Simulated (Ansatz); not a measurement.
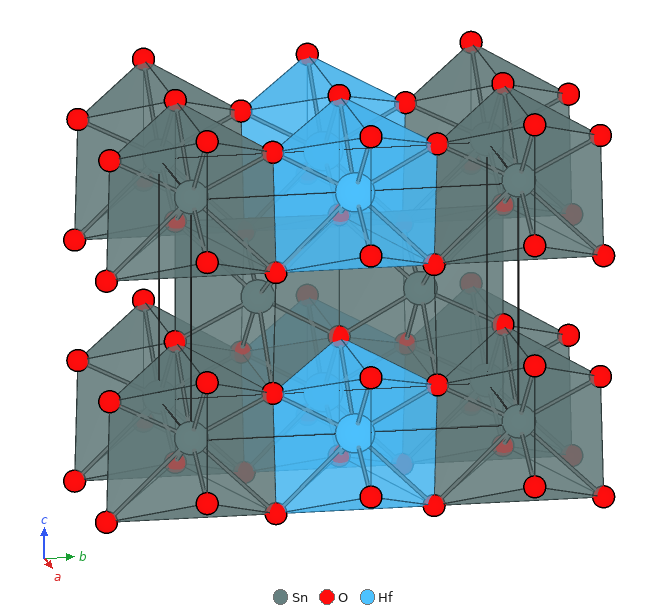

Shown here is a polyhedral view of the crystal, taken slightly off an axis. Thin lines show the conventional unit cell, with boundary atoms drawn in all their periodic places. A few atoms beyond the faces are included.

HfSn3O8, space group Pmm2 (No. 25), a = 3.517 Å, b = 7.206 Å, c = 5.382 Å, α = 90.00°, β = 90.00°, γ = 90.00°. Origin of the cell: a structure type filled with these elements by a generator (whether the compound takes this form wasn't checked). Earlier steps of the study may have refined or changed the cell and positions. Ansatz was used for an electronic-structure calculation on it.

This one geometry was computed with Ansatz (DFT, plane waves, PAW) at five levels of theory: HSE06, r2SCAN, PBE0, PBE with spin-orbit coupling and PBE. It was relaxed beforehand with r2SCAN.

Which level gives the highest pressure at this volume, and what does that say about its equilibrium volume?

Highest: PBE with spin-orbit coupling (7.5 GPa) and PBE (7.6 GPa), which points to the largest equilibrium volume. Lowest, with the smallest volume: HSE06 (-1.6 GPa) and PBE0 (-1.6 GPa). Levels within 0.5 GPa of each other can't be told apart.

How does the band gap change with the level of theory?

PBE: a gap of 1.80 eV, indirect; PBE with spin-orbit coupling: a gap of 1.81 eV, indirect; r2SCAN: a gap of 2.37 eV, indirect; HSE06: a gap of 3.25 eV, indirect; PBE0: a gap of 3.97 eV, indirect.

Collect the results in a table.

| level | cutoff (eV) | k-mesh of the run's cell | gap (eV) | pressure (GPa) |
| --- | --- | --- | --- | --- |
| HSE06 | 420 | 4×2×4 | 3.25 | -1.6 |
| r2SCAN | 500 | 8×4×6 | 2.37 | 0.0 |
| PBE0 | 420 | 4×2×4 | 3.97 | -1.6 |
| PBE with spin-orbit coupling | 420 | 8×4×6 | 1.81 | 7.5 |
| PBE | 420 | 8×4×6 | 1.80 | 7.6 |

Gaps are taken on the k-mesh or band path of each run.
